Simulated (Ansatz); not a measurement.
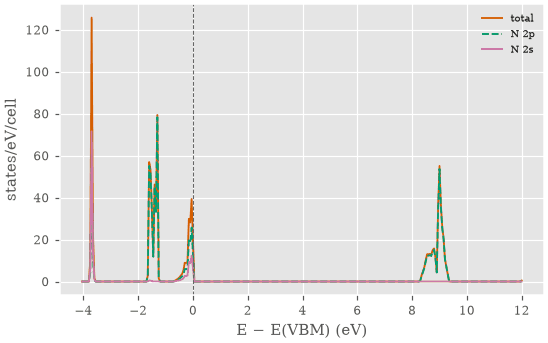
Total and projected density of states of N (α-N2, space group No. 205), DFT-r²SCAN in the program Ansatz with PAW potentials

Q: Which orbitals carry the states next to the gap?

A: Top 1 eV of the valence band: N 2p 66 %, N 2s 31 %. Bottom 1 eV of the conduction band: N 2p 97 %. Projections are on Löwdin-orthogonalised atomic valence shells; empty p or d shells of many metals are not among them.

Q: Where is the tallest occupied peak in this window, and what makes it?

A: Near -3.7 eV, about 130 states/eV per cell; the largest projected share is N 2s.

Space group Pa-3 (α-N2). The r²SCAN relaxation kept the symmetry of its start. The substance is a gas or liquid at ambient conditions; this is its low-temperature solid. A crystal of weakly bound molecules computed without a dispersion correction: the cell and the soft elastic constants depend strongly on that.

Potentials: the later of the program's two PAW sets.
